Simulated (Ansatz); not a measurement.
The figure comes from a scan of Zr (hcp, Mg type): one Zr atom of a 2-atom cell moves by s towards the nearest neighbour, with its periodic images. Computed with PBEsol (plane waves to 420 eV, PAW, scalar-relativistic; Ansatz, a first-principles code). k mesh 14×14×8 (Γ-centred), Fermi-Dirac smearing 0.05 eV. E stands for the smeared free energy. Left out: 1 of 11 points, with atoms too close for the PAW data. With partly filled bands, energies and forces of such displacements shift with the k mesh and the smearing. The PAW data are Ansatz's earlier set. Zr is run without spin polarisation. Zr was relaxed with its symmetry unable to fall. The zero of ΔE is the undisplaced structure.

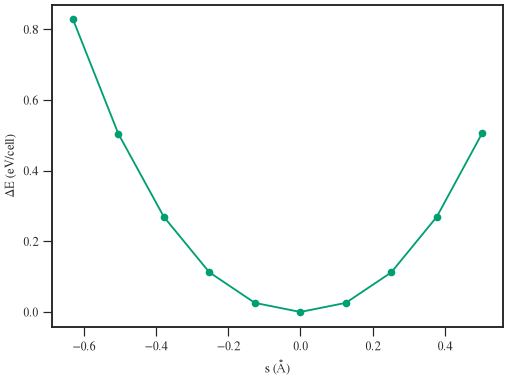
ΔE (eV/cell) against s (Å); computed points joined by lines.

Read the plotted values off the figure, to the accuracy that the plot allows.

To the nearest 0.02:

| s (Å) | ΔE (eV/cell) |
|---|---|
| -0.630 | 0.82 |
| -0.504 | 0.50 |
| -0.378 | 0.26 |
| -0.252 | 0.12 |
| -0.126 | 0.02 |
| 0.000 | 0.00 |
| 0.126 | 0.02 |
| 0.252 | 0.12 |
| 0.378 | 0.26 |
| 0.504 | 0.50 |

(For displaced atoms, the force is minus the slope of the energy, and its curvature is a force constant, which sets phonon frequencies.)
